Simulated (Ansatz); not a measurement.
Consider Y4S3N2 (C2/m).

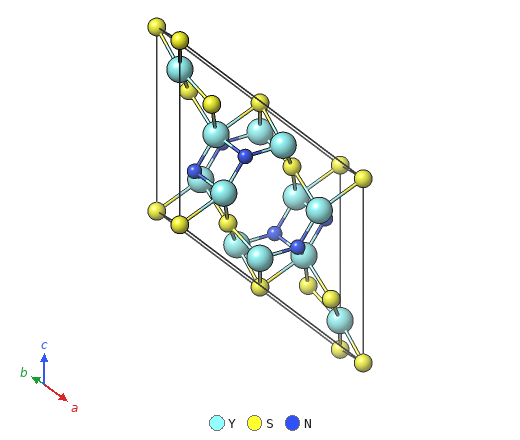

The structure (yttrium teal, sulfur yellow, nitrogen blue). Some periodic images of atoms are drawn too.

Symmetry: C2/m, No. 12, monoclinic system. The conventional cell has a = 12.924 Å, b = 3.831 Å, c = 9.850 Å, α = 90.00°, β = 128.38°, γ = 90.00°. Nearest to Y lie 3 N at 2.23 to 2.32 Å and 3 S at 2.88 to 2.92 Å. Nearest to Y lie 1 N at 2.14 Å and 5 S at 2.73 to 3.03 Å. Nearest to S lie 6 Y at 2.80 to 2.88 Å. S has 5 Y at 2.73 to 3.03 Å nearest. Nearest to N lie 4 Y at 2.14 to 2.32 Å. Farther neighbours and most contacts between anions are not listed.

```
Y S N
1.0
     6.46225   -1.91552    0.00000
     6.46225    1.91552    0.00000
    -6.11508    0.00000    7.72185
Y S N
4 3 2
Cartesian
  5.8611 0.0000 5.0078
  0.9483 0.0000 2.7141
  4.7513 0.0000 1.1249
  2.0581 0.0000 6.5969
  0.0000 0.0000 0.0000
  -2.5419 0.0000 6.0565
  9.3514 0.0000 1.6653
  6.1025 0.0000 2.7887
  0.7069 0.0000 4.9332
```

The cell and positions are those that the Materials Project relaxed with its own functionals (PBE, PBE+U or r2SCAN), kept fixed. At the settings of the band run the largest force is still 0.06 eV/Å.

Gaps computed with Ansatz 0.2.0 without a self-energy: LDA 1.34 eV, PBEsol 1.37 eV and PBE 1.43 eV.

Question: What gap should G0W0 on PBE give (4×4×2 mesh, 1048 empty bands, screening to 180 eV, PAW set soft_1 files)?

About 2.31 eV: on its mesh the run moves the gap from 1.43 eV by +0.89 eV. Among the scalar-relativistic levels given, PBE is nearest (−0.88 eV). Bands and cutoff are finite, so the gap is not at the basis limit. The miss can reach some tenths of an eV and take either sign; the mesh is an error of its own. The many-body steps are scalar-relativistic: spin-orbit coupling is not in them.

[Paths, hosts, dates, memory and timing lines, banners, echoed tables and standing remarks are left out of the program output.]

[Logs are printed without paths, hosts, clocks, repeated set-up lines and the standing remarks that a program may print on its own settings, such as how far it seeks lower states.]

[Runs of the session that timed out or met a known fault of the program may be left out.]

[Cells called generated may have been cut or substituted from an entry of the Crystallography Open Database or the Materials Project.]

[Hosts, paths, dates, database ids (printed as entryN), source tags and the programs' standing remarks are cut or masked in the printed files.]
